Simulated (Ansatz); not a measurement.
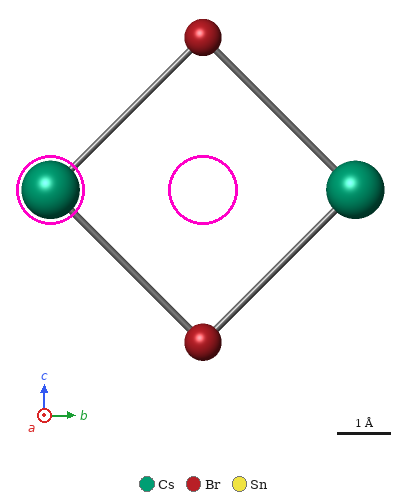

Perfect CsSnBr$_{3}$. The picture is a ball-and-stick view of the atoms within 4.6 Å of one point, in a slice 4.2 Å thick across the line of sight, seen along the a axis.

Method: Ansatz, DFT, PBEsol, PAW, plane waves. Settings: plane-wave cutoff 420 eV; k-point mesh 1 × 1 × 1; mesh shifted by (0.25, 0.25, 0.25); collinear spin. Fermi-Dirac smearing of 0.01 eV. A uniform background neutralises the charged cell. The axes drawn are those of the host's conventional cell.

A caesium atom is replaced by bromine and an extra caesium atom is put between the host's atoms (an interstitial), the two sites 2.9 Å apart at the ringed places, in charge state +1. The supercell has 40 sites, and the atoms are relaxed at the host's cell.

**Predict the relaxed surroundings of the defect.**

In the host the Cs atom has ; the Br atom ends with 1 Sn at 2.68 Å. The Cs atom starts with 4 Br at 2.87 to 2.88 Å, 2 Cs at 2.87 to 2.88 Å around its place and ends with 9 Br at 3.45 to 3.97 Å. Of the host's atoms, a bromine atom moves furthest from its site, by 1.53 Å. The Br atom itself moves 2.88 Å from where it was put. The Cs atom itself moves 2.27 Å from where it was put. The cell ends without a net magnetic moment.

The relaxed defect, seen from the same direction:

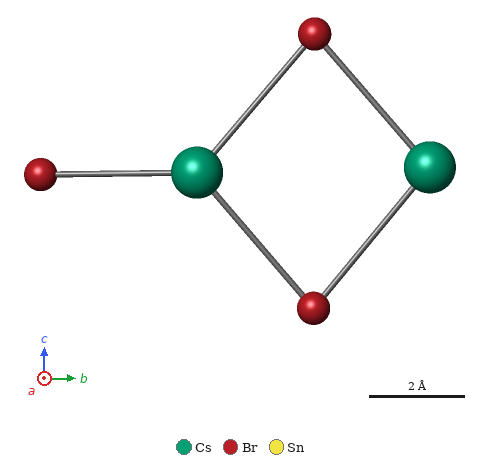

Limits of the set-up: the cell is charged, on a uniform background, and energies carry no finite-size correction.
